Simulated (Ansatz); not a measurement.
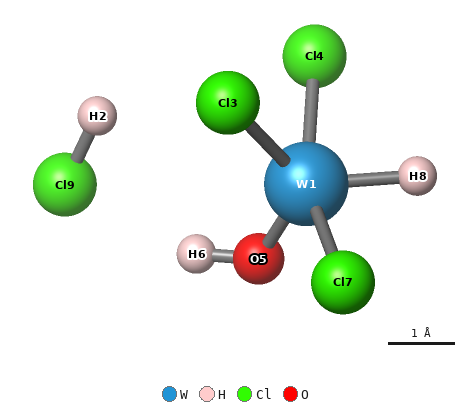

Fig. 1: The structure (ball-and-stick view, seen at a tilt; atoms are numbered from 1 in the order of the input). Sticks mark near contacts.

# Frequency calculation, with input and output: WH3Cl4O

- system: WH3Cl4O, multiplicity 2
- method: UKS PBE/def2-SVP (Ansatz 0.2.0)

It belongs to a series of runs on one base structure; here: vibrations at the highest image of the band. Figures and captions count atoms from 1; the log counts them from 0 in places.

Log
```
Engine: ansatz 0.2.0, aarch64-unknown-linux-gnu
Functional definition: PBE
  parameter kappa = 0.804
  parameter beta = 0.06672455060314922
  exchange = pbe_x(kappa = kappa, mu = beta*pi^2/3)
  correlation = pbe_c(beta = beta)
1404 factors; their error is unknown
mean field evaluation 1: about -53972.5005 eV, gradient 3.9e1 eV
mean field evaluation 2: about -53863.0404 eV, gradient 1.5e2 eV
mean field evaluation 4: about -53977.3799 eV, gradient 1.2e1 eV
mean field evaluation 8: about -53978.0881 eV, gradient 2.3e-1 eV
mean field evaluation 16: about -53978.0067 eV, gradient 1.9e-3 eV
mean field evaluation 32: about -53977.6310 eV, gradient 1.5e0 eV
mean field -53978.00674985 eV, -1983.6551604498 hartree, gradient 2.3e-5 eV, S^2 0.754258; 4 other end points of the search recorded, 0 dependent functions left out
the calculation of the forces begins
reference -53978.00681570 eV, -1983.6551628698 hartree; 47, 46 occupied and 86, 87 virtual orbitals, 1404 factors
these checks for a lower state are left out or cut short: stability, starts, cluster_reference, orbital_swaps, neighbouring_geometries, increment
1404 factors; their error is unknown
mean field -53978.00661342 eV, -1983.6551554362 hartree, gradient 2.8e-6 eV, S^2 0.754258; 0 other end points of the search recorded, 0 dependent functions left out
[... from here on the field's lines of each further geometry are left out, up to the last ...]
the calculation of the forces begins
reference -53978.00678955 eV, -1983.6551619089 hartree; 47, 46 occupied and 86, 87 virtual orbitals, 1404 factors
these checks for a lower state are left out or cut short: stability, starts, cluster_reference, orbital_swaps, neighbouring_geometries, increment
1404 factors; their error is unknown
mean field evaluation 384: about -53978.0067 eV, gradient 2.7e-6 eV
mean field -53978.00672528 eV, -1983.6551595470 hartree, gradient 2.7e-6 eV, S^2 0.754258; 0 other end points of the search recorded, 0 dependent functions left out
the calculation of the forces begins
reference -53978.00679113 eV, -1983.6551619671 hartree; 47, 46 occupied and 86, 87 virtual orbitals, 1404 factors
WARN: phonons: modes at or below zero, which the zero-point energy, F, S and C_V leave out: 1, the lowest at -146.43 cm⁻¹. A minimum has none, and a first-order saddle one
Total energy: -53978.00681570 eV, -1983.6551628698 hartree
Atom 0 at    -0.076137    -0.305467    -0.387215 Å, force     0.001052    -0.001348    -0.000366 eV/Å
Atom 1 at     0.321439     0.996544     2.805302 Å, force    -0.000528    -0.000156     0.000357 eV/Å
Atom 2 at     2.009628    -0.557169     0.577598 Å, force    -0.000705     0.000498    -0.000264 eV/Å
Atom 3 at     0.348873     1.993131    -0.486772 Å, force     0.000344     0.001262    -0.000034 eV/Å
Atom 4 at    -1.673460    -0.260810     0.516905 Å, force     0.000004     0.000383     0.000901 eV/Å
Atom 5 at    -1.734562    -0.023173     1.481343 Å, force    -0.000376    -0.000267    -0.000467 eV/Å
Atom 6 at     0.006473    -2.540218    -1.026461 Å, force    -0.000372     0.000174     0.000222 eV/Å
Atom 7 at    -0.243375    -0.097553    -2.057804 Å, force     0.000034    -0.000372    -0.000034 eV/Å
Atom 8 at    -0.785980     0.668417     3.410804 Å, force     0.000547    -0.000175    -0.000316 eV/Å
Dipole moment:    -0.208487     0.181064     0.518023 e Å
Vibrations: -146.43 22.07 40.99 71.18 113.04 130.31 155.56 173.80 221.30 339.26 359.65 364.13 376.18 501.34 648.71 723.43 774.13 808.14 2038.99 2837.32 3396.25 cm⁻¹, zero-point energy 0.873828 eV
```

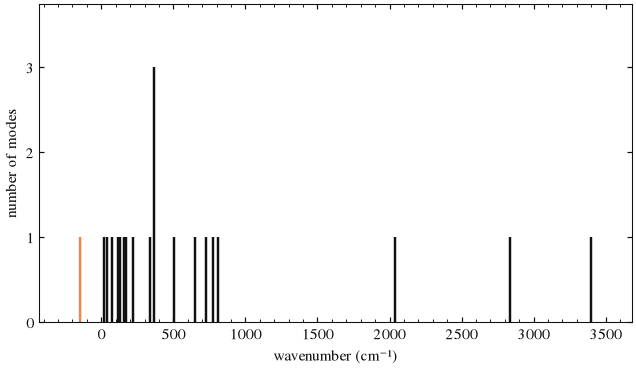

Fig. 2: Harmonic vibrational wavenumbers from the force constants; neighbouring modes closer than 16 cm⁻¹ are counted in one stick, and imaginary ones are drawn at negative wavenumbers. 21 modes from 146i to 3396 cm⁻¹, 1 imaginary beyond 8i (146i cm⁻¹): a first-order saddle point, if the geometry is stationary.

This output came from the following input.

Input file
```yaml
crystal:
  periodic: [false, false, false]
  atoms:
    - { symbol: W, position_ang: [-0.076137, -0.305467, -0.387215] }
    - { symbol: H, position_ang: [0.321439, 0.996544, 2.805302] }
    - { symbol: Cl, position_ang: [2.009628, -0.557169, 0.577598] }
    - { symbol: Cl, position_ang: [0.348873, 1.993131, -0.486772] }
    - { symbol: O, position_ang: [-1.67346, -0.26081, 0.516905] }
    - { symbol: H, position_ang: [-1.734562, -0.023173, 1.481343] }
    - { symbol: Cl, position_ang: [0.006473, -2.540218, -1.026461] }
    - { symbol: H, position_ang: [-0.243375, -0.097553, -2.057804] }
    - { symbol: Cl, position_ang: [-0.78598, 0.668417, 3.410804] }
magnetization:
  spin_polarized: true
  initial_magnetization: 1
basis:
  gaussian: { orbitals: def2-SVP }
hamiltonian:
  xc: pbe
phonons: {}
```

Run as:
```bash
ansatz run input.yaml --threads 4 --pin off --max-ram 5120MiB --backend cpu --events-out ev --progress --plain --runs-dir out
```

Key numbers

```json
{"quantity": "outcome", "value": "converged"}
{"quantity": "total energy", "value": "−53978.0068 eV"}
{"quantity": "mean-field energy", "value": "−53978.0068 eV"}
{"quantity": "⟨S²⟩", "value": "0.754"}
{"quantity": "largest force (length of the vector)", "value": "0.002 eV/Å"}
{"quantity": "hardware", "value": "4 threads of Arm Neoverse V2, 24 GiB of memory available, shared host"}
{"quantity": "wall time", "value": "98 s (CPU time 6.2 min)"}
{"quantity": "peak memory", "value": "0.27 GiB"}
```
